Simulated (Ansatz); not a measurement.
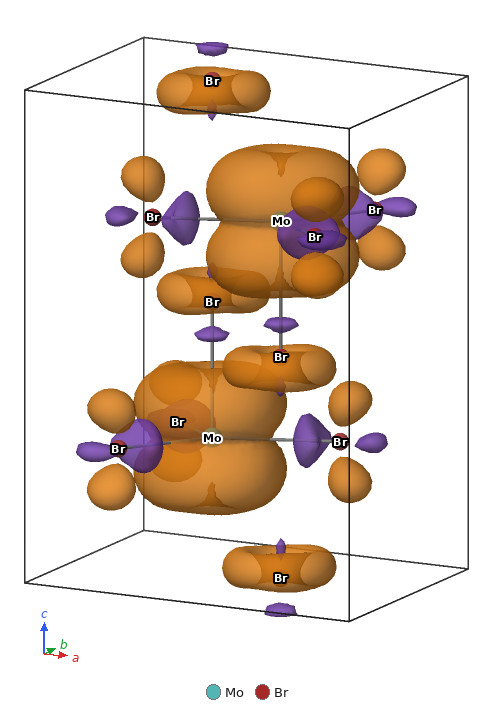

*MoBr5. Isosurfaces of the magnetisation density (up minus down) at +0.008 (orange) and −0.008 e/Å³ (purple), seen slightly off an axis. Sticks mark near contacts.*

Space group P6₃/mmc; a generated structure, not necessarily the stable one; spin-polarised.

Computed with Ansatz, DFT PBE, scalar-relativistic, plane waves, PAW.

The density is the valence pseudo-density of a PAW calculation; it isn't the true density close to the nuclei.

```yaml
crystal:
  lattice:
    - [8.30493, 0.00000, 0.00000]
    - [-4.15247, 7.19228, 0.00000]
    - [0.00000, 0.00000, 8.97728]
  atoms:
    - { symbol: Mo, position: [0.33333, 0.66667, 0.25000] }
    - { symbol: Mo, position: [0.66667, 0.33333, 0.75000] }
    - { symbol: Br, position: [0.66661, 0.83331, 0.25000] }
    - { symbol: Br, position: [0.16669, 0.33339, 0.25000] }
    - { symbol: Br, position: [0.16669, 0.83331, 0.25000] }
    - { symbol: Br, position: [0.33333, 0.66667, 0.97424] }
    - { symbol: Br, position: [0.33333, 0.66667, 0.52576] }
    - { symbol: Br, position: [0.83331, 0.66661, 0.75000] }
    - { symbol: Br, position: [0.33339, 0.16669, 0.75000] }
    - { symbol: Br, position: [0.83331, 0.16669, 0.75000] }
    - { symbol: Br, position: [0.66667, 0.33333, 0.47424] }
    - { symbol: Br, position: [0.66667, 0.33333, 0.02576] }
```

Question: Describe the spin distribution.

Answer: The spin density sits on Mo: +0.7 μB (×2) in one cell of 12 atoms: parallel main moments (a ferromagnetic arrangement) in this solution. The cell of the calculation (12 atoms) carries 2.0 μB of net spin moment.
